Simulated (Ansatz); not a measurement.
## Electronic structure of Si6Ti (charge +1, doublet) in real space

Input

```
crystal:
  periodic: [false, false, false]
  atoms:
    - {symbol: Ti, position_ang: [1.044681, -0.345364, -1.650099]}
    - {symbol: Si, position_ang: [0.250209, 0.106281, 2.501247]}
    - {symbol: Si, position_ang: [-1.215251, 0.315390, 0.642625]}
    - {symbol: Si, position_ang: [-0.628083, 1.507703, -1.331580]}
    - {symbol: Si, position_ang: [0.631888, -1.357585, 0.574905]}
    - {symbol: Si, position_ang: [1.171213, 1.016764, 0.418776]}
    - {symbol: Si, position_ang: [-1.254647, -1.243200, -1.155874]}
basis:
  gaussian: {orbitals: def2-TZVP, initial_orbitals: start.molden}
total_charge: 1
magnetization: {spin_polarized: true, initial_magnetization: 1}
hamiltonian: {xc: pbe0, dispersion: d4}
scf: {omitted_lower_state_checks: [starts]}
output: {orbitals: {seedname: orbitals}}
```

Command:

```sh
ansatz run in.yaml --threads 4 --pin off --events-out ev --progress --plain --max-ram 4787MiB
```

Geometry: PBE0-D4/def2-SVP; ⟨S²⟩ = 0.94, above the pure value of 0.75.

These are results of UKS PBE0-D4/def2-TZVP (Ansatz 0.2.0), not measurements.

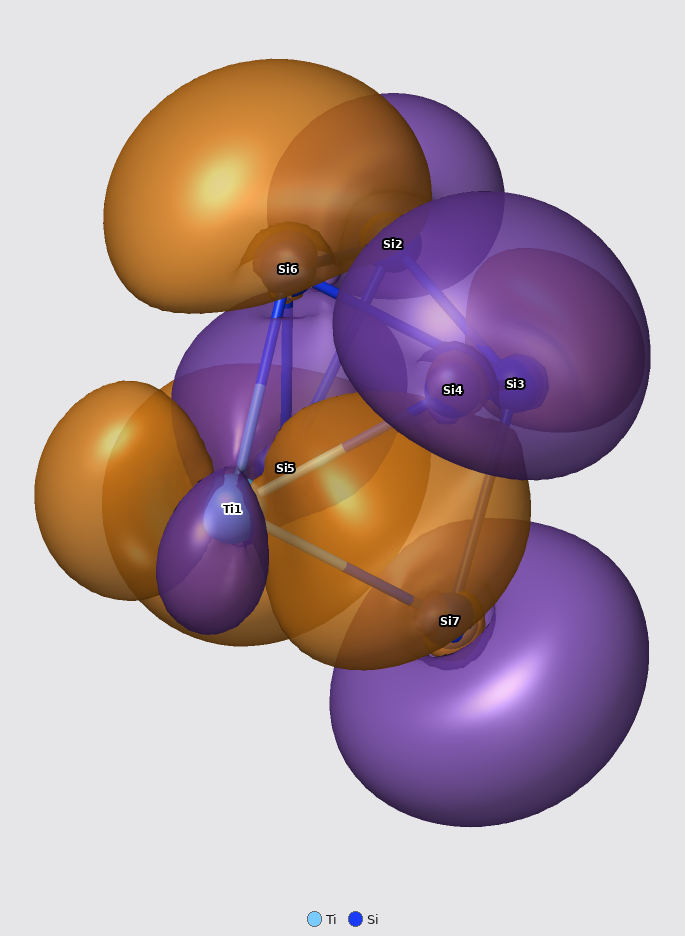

Figure 1. One frontier orbital at ±0.05 Å⁻³ᐟ² (orange and purple are the two phases), seen at an oblique angle.

Which orbital is it: HOMO (β) or LUMO (β)?

Answer. The HOMO (β), at −9.89 eV. By Hirshfeld shares it lies mainly on Ti1 (about 20 %), Si4 (about 20 %), Si7 (about 20 %), Si5 (about 15 %) and Si6 (about 15 %).

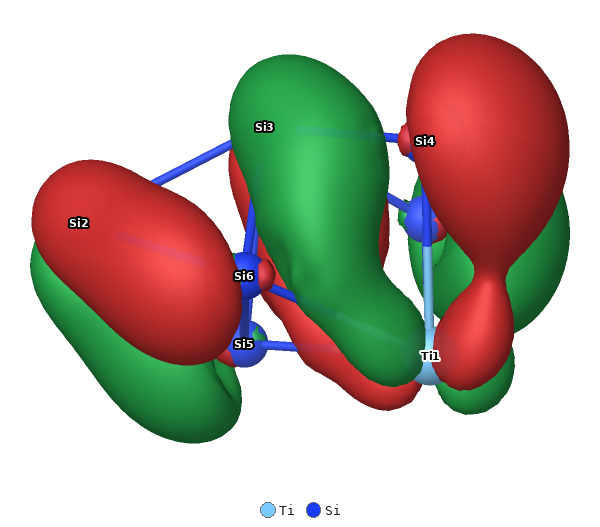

Figure 2. The HOMO−1 (β) at ±0.1 Å⁻³ᐟ² (green and red are the two phases), seen from one side.

What is the character of this orbital?

Answer. Its weight (Hirshfeld) is mainly on Si4 (about 20 %), Si7 (about 20 %), Si5 (about 15 %), Si6 (about 15 %), Ti1 (about 10 %) and Si2 (about 10 %). Its energy is −10.48 eV.
